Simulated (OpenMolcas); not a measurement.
Single-point calculation of AlH$_{3}$ (charge −1)

The run: single-point calculation of AlH$_{3}$, charge −1, multiplicity 4. Method and program: CASSCF/3-21G (OpenMolcas 26.06).

The geometry is that of the parent species in another charge or spin state. The geometry comes from this level: GFN2-xTB.

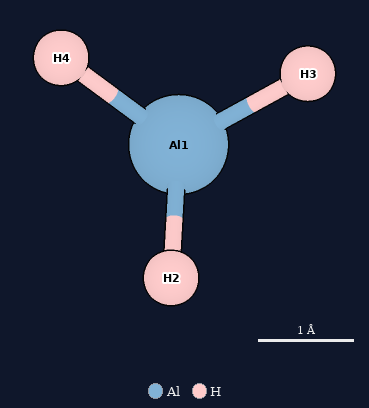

Figure 1. The structure as given in the input (ball-and-stick view, seen on its broad side; atoms are numbered from 1 in the order of the input). Sticks mark near contacts. Bond lengths as drawn: Al–H 1.68 to 1.69 Å.

Input file
```
>>> EXPORT MOLCAS_PRINT=2
&GATEWAY
BasLib=$CurrDir
Coord
4
bohr
Al    -0.30435929     0.86048679    -0.58063725
H      0.89179955     1.42498578     2.31385626
H     -2.55133814    -1.29230811     0.09543117
H      1.96389788    -0.99316446    -1.82866907
Basis=3-21G
Group=NoSym
&SEWARD
&RASSCF
FileOrb=$CurrDir/step1.RasOrb
Spin=4
Nactel=7 0 0
Inactive=5
Ras2=7
OrbListing=Nothing
OrbAppear=Compact
```

Run on 1 thread of Arm Neoverse V1, 24 GiB of memory available, shared host.

Launched with:
```bash
export MOLCAS_MEM=1860
pymolcas step2.inp > step2.log
```

Log
```
--- Start Module: gateway ---

                                              &GATEWAY

                       available to each process: 1.9 GB of memory, 1 thread

 Basis Set     1 Label: AL.3-21G
 Basis set is read from library:.
 basistype.tbl is not found

 Basis Set     2 Label: H.3-21G
 Basis set is read from library:.
 basistype.tbl is not found

++    Symmetry information:
      ---------------------

                    Character Table for C1

                             E
                    a        1  x, y, xy, Rz, z, xz, Ry, yz, Rx, I
--

++    Basis set information:
      ----------------------

      Basis set label: AL.3-21G.........

      Electronic valence basis set:
      ------------------
      Associated Effective Charge  13.000000 au
      Associated Actual Charge     13.000000 au
      Nuclear Model: Point charge

      Shell  nPrim  nBasis  Cartesian Spherical Contaminant
         s       9       4        X
         p       6       3        X

      Basis set label: H.3-21G.........

      Electronic valence basis set:
      ------------------
      Associated Effective Charge   1.000000 au
      Associated Actual Charge      1.000000 au
      Nuclear Model: Point charge

      Shell  nPrim  nBasis  Cartesian Spherical Contaminant
         s       3       2        X
--

++    Molecular structure info:
      -------------------------

                    ************************************************
                    **** Cartesian Coordinates / bohr, angstrom ****
                    ************************************************

     Center  Label                x              y              z                     x              y              z
        1      AL1             -0.304359       0.860487      -0.580637             -0.161060       0.455350      -0.307260
        2      H2               0.891800       1.424986       2.313856              0.471920       0.754070       1.224440
        3      H3              -2.551338      -1.292308       0.095431             -1.350110      -0.683860       0.050500
        4      H4               1.963898      -0.993164      -1.828669              1.039250      -0.525560      -0.967690

                    ***************************************
                    *    InterNuclear Distances / bohr    *
                    ***************************************

               1 AL1           2 H2            3 H3            4 H4
    1 AL1      0.000000
    2 H2       3.182381        0.000000
    3 H3       3.184416        4.915312        0.000000
    4 H4       3.184116        4.915014        4.917215        0.000000

                    *******************************************
                    *    InterNuclear Distances / angstrom    *
                    *******************************************

               1 AL1           2 H2            3 H3            4 H4
    1 AL1      0.000000
    2 H2       1.684043        0.000000
    3 H3       1.685121        2.601071        0.000000
    4 H4       1.684962        2.600913        2.602078        0.000000
--

            Nuclear Potential Energy             12.86040912 au

--- Stop Module: gateway /rc=_RC_ALL_IS_WELL_ ---

--- Start Module: seward ---

                                              &SEWARD

                       available to each process: 1.9 GB of memory, 1 thread

               SEWARD will generate:
                  Multipole Moment integrals up to order  2
                  Kinetic Energy integrals
                  Nuclear Attraction integrals (point charge)
                  One-Electron Hamiltonian integrals
                  Velocity integrals
                  Orbital angular momentum around ( -0.2635   0.7449  -0.5026 )
                  Velocity quadrupole around ( -0.2635   0.7449  -0.5026 )
                  Two-Electron Repulsion integrals

                   Integrals are discarded if absolute value <: 1.00E-14
                   Integral cutoff threshold is set to       <: 1.00E-16

            Nuclear Potential Energy             12.86040912 au

      Basis set specifications :
      Symmetry species         a
      Basis functions           19

--- Stop Module: seward /rc=_RC_ALL_IS_WELL_ ---

--- Start Module: rasscf ---

                                              &RASSCF

                       available to each process: 1.9 GB of memory, 1 thread

      Header of the ONEINT file:
      --------------------------

      OrdInt status: non-squared

      Cartesian coordinates in angstrom:
      -----------------------------------------------------
      No.  Label        X            Y            Z
      -----------------------------------------------------
       1   AL1       -0.16106000   0.45535000  -0.30726000
       2   H2         0.47192000   0.75407000   1.22444000
       3   H3        -1.35011000  -0.68386000   0.05050000
       4   H4         1.03925000  -0.52556000  -0.96769000
      -----------------------------------------------------
      Nuclear repulsion energy =   12.86040912

++    Wave function specifications:
      -----------------------------

      Number of closed shell electrons          10
      Number of electrons in active shells       7
      Max number of holes in RAS1 space          0
      Max nr of electrons in RAS3 space          0
      Number of inactive orbitals                5
      Number of active orbitals                  7
      Number of secondary orbitals               7
      Spin quantum number                      1.5
      State symmetry                             1
--

++    Orbital specifications:
      -----------------------

      Symmetry species                           1
                                                 a
      Frozen orbitals                            0
      Inactive orbitals                          5
      Active orbitals                            7
      RAS1 orbitals                              0
      RAS2 orbitals                              7
      RAS3 orbitals                              0
      Secondary orbitals                         7
      Deleted orbitals                           0
      Number of basis functions                 19
--

++    CI expansion specifications:
      ----------------------------

      Number of CSFs                           392
      Number of determinants                   441
      Number of root(s) required                 1
      Root chosen for geometry opt.              1
      CI root used                               1

      highest root included in the CI            1
      max. size of the explicit Hamiltonian    200
--

++    Optimization specifications:
      ----------------------------

      RASSCF algorithm: Conventional
      Maximum number of macro iterations       200
      Maximum number of SX iterations          100
      Threshold for RASSCF energy            1.000E-08
      Threshold for max MO rotation          1.000E-01
      Threshold for max BLB element          1.000E-04
      Level shift parameter                  5.000E-01
      Make Quasi-Newton update
--

      The MO-coefficients are taken from the file:
      step1.RasOrb
      Title: RASSCF canonical orbitals for CASPT2

      Total molecular charge   -1.00

      ************************************************************************************************************************
      *                                            Wave function control section                                             *
      ************************************************************************************************************************

                                         RASSCF iterations: Energy and convergence statistics
                                         ----------------------------------------------------

          iter iter root      energy       change     param      element    value   shift minimum  type update hh:mm:ss
 Nr of preliminary CI iterations:   3
        1   1   14    1  -242.05013583    0.00E+00  -2.47E-01*   7  18 1  1.28E-02*  0.27   0.00    SX    NO    0:00:00
        2   4   39    1  -242.06771050   -1.76E-02*  1.28E-01*   7  18 1  2.55E-02*  0.29   0.00    SX    NO    0:00:00
        3   3    9    1  -242.07307305   -5.36E-03*  7.46E-02    7  18 1  1.22E-02*  0.29   0.00    SX    NO    0:00:00
        4   3    9    1  -242.07503452   -1.96E-03*  4.48E-02    7  18 1  4.05E-03*  0.28   0.00    SX    NO    0:00:00
        5   4    9    1  -242.07586561   -8.31E-04*  5.46E-02   11  15 1  2.78E-03*  0.28   2.50    LS   YES    0:00:00
        6   4    9    1  -242.07646218   -5.97E-04*  4.86E-02    7  18 1 -5.01E-03*  0.28   1.79    QN   YES    0:00:00
        7   5    9    1  -242.07684241   -3.80E-04*  4.94E-02    7  18 1 -5.65E-03*  0.27   1.71    QN   YES    0:00:00
        8   5    8    1  -242.07711005   -2.68E-04* -3.17E-02    7  18 1 -3.38E-03*  0.26   1.31    QN   YES    0:00:00
        9   4    8    1  -242.07723713   -1.27E-04*  1.96E-02    7  15 1 -1.52E-03*  0.26   1.64    QN   YES    0:00:00
       10   4    8    1  -242.07731111   -7.40E-05*  9.42E-03    6  19 1 -1.02E-03*  0.26   1.38    QN   YES    0:00:00
       11   3    7    1  -242.07732492   -1.38E-05*  2.12E-03    7  18 1  8.87E-04*  0.26   1.28    QN   YES    0:00:00
       12   3    6    1  -242.07732711   -2.19E-06*  8.44E-04    7  18 1  3.31E-04*  0.26   1.37    QN   YES    0:00:00
       13   4    6    1  -242.07732756   -4.47E-07* -5.01E-04    6  19 1  6.97E-05   0.26   1.25    QN   YES    0:00:00
       14   3    6    1  -242.07732762   -6.52E-08* -2.45E-04    7  18 1 -6.92E-05   0.26   1.41    QN   YES    0:00:00
       15   1    5    1  -242.07732764   -1.38E-08*  7.64E-05    7  18 1 -2.51E-05   0.26   1.08    QN   YES    0:00:00
       16   1    5    1  -242.07732764   -1.53E-09  -5.65E-05   10  13 1 -6.07E-06   0.26   1.01    QN   YES    0:00:00
      Convergence after 16 iterations
       17   1    5    1  -242.07732764   -3.58E-10  -5.65E-05    7  18 1  8.51E-06   0.26   1.01    QN   YES    0:00:00

      ************************************************************************************************************************
                                                      Wave function printout:
                       occupation of active orbitals, and spin coupling of open shells (u,d: Spin up or down)
      ************************************************************************************************************************

      Note: transformation to natural orbitals
      has been made, which may change the order of the CSFs.

      printout of CI-coefficients larger than  0.05 for root  1
      energy=    -242.077328
      conf/sym  1111111     Coeff  Weight
             1  22uuu00  -0.96582 0.93280
             5  2u2u0u0  -0.11221 0.01259
             9  u22u00u  -0.09656 0.00932
            38  202uu0u  -0.06425 0.00413
            40  ud2uuu0  -0.06654 0.00443
           181  20uuu20  -0.07442 0.00554
           187  20uuu02  -0.06494 0.00422
           193  uduuudu  -0.05159 0.00266
           195  uduuuud  -0.07175 0.00515

      Natural orbitals and occupation numbers for root  1
      sym 1:   1.962883   1.934828   1.028978   1.000391   0.978087   0.049167   0.045666

      ************************************************************************************************************************
      *                                                    Final results                                                     *
      ************************************************************************************************************************

++    Final optimization conditions:
      ------------------------------

      Average CI energy                            -242.07732764
      RASSCF energy for state  1                   -242.07732764
      Super-CI energy                                -0.00000000
      RASSCF energy change                            0.00000000
      Max change in MO coefficients              -7.107E-05
      Max non-diagonal density matrix element    -5.649E-05
      Maximum BLB matrix element                  8.512E-06
      (orbital pair   7,  18 in symmetry   1)
      Norm of electronic gradient            1.084E-05
--

      Final state energy(ies):
      ------------------------

::    RASSCF root number  1 Total energy:   -242.07732764
      Von Neumann Entropy (Root   1) =  1.82657

      Mulliken population analysis for root number:  1
      -----------------------------------------------

++    Molecular charges:
      ------------------

      Mulliken charges per centre
      ---------------------------

                AL1     H2      H3      H4
      Total   13.7769  1.1427  1.1421  0.9383

      N-E     -0.7769 -0.1427 -0.1421  0.0617

      Total electronic charge=   17.000000

      Total            charge=   -1.000000
--

      Expectation values of various properties for root number:  1
      -----------------------------------------------------------

++    Molecular properties:
      ---------------------

      Charge (e):
                      =   -1.0000
      Dipole Moment (debye):
      Origin of the operator (angstrom)=   -0.1394    0.3942   -0.2660
                   X=  2.3695E+00               Y= -2.0063E+00               Z= -1.2316E+00           Total=  3.3401E+00
      Center of Charge (angstrom)
                     X=   -0.63273793               Y=    0.81186807               Z=   -0.00957248
      Quadrupole Moment (debye*angstrom):
      Origin of the operator (angstrom)=   -0.1394    0.3942   -0.2660
                  XX= -2.7601E+01              XY= -2.3430E-01              XZ=  1.1096E+00              YY= -2.6499E+01
                  YZ= -3.2038E-01              ZZ= -2.8391E+01
      In traceless form (debye*angstrom)
                  XX= -1.5585E-01              XY= -3.5144E-01              XZ=  1.6643E+00              YY=  1.4974E+00
                  YZ= -4.8058E-01              ZZ= -1.3415E+00
--

      Mulliken spin population analysis for root number:  1
      ---------------------------------------------------

++    Molecular charges:
      ------------------

      Mulliken spin population per centre
      ---------------------------

                AL1     H2      H3      H4
      Total    1.9719  0.1041  0.1062  0.8178

      Total electronic spin=    3.000000
--

      Average orbitals are written to the RASORB file
      Natural orbitals for root   1 are written to the RASORB.1 file
      Spin density orbitals for root   1 are written to the SPDORB.1 file

--- Stop Module: rasscf /rc=_RC_ALL_IS_WELL_ ---
--- Module rasscf spent 1 second ---

.##################.
.# Happy landing! #.
.##################.

    Timing: Wall=2.00 User=1.57 System=0.42
```

Key numbers

```tsv
quantity	value
outcome	converged
total energy	−242.077328 hartree
CASSCF energy	−242.077328 hartree
basis functions	19
wall time	2.2 s
peak memory	0.37 GiB
```

Remarks

The record of the run, not the program, notes: an active orbital turned away from the chosen space.
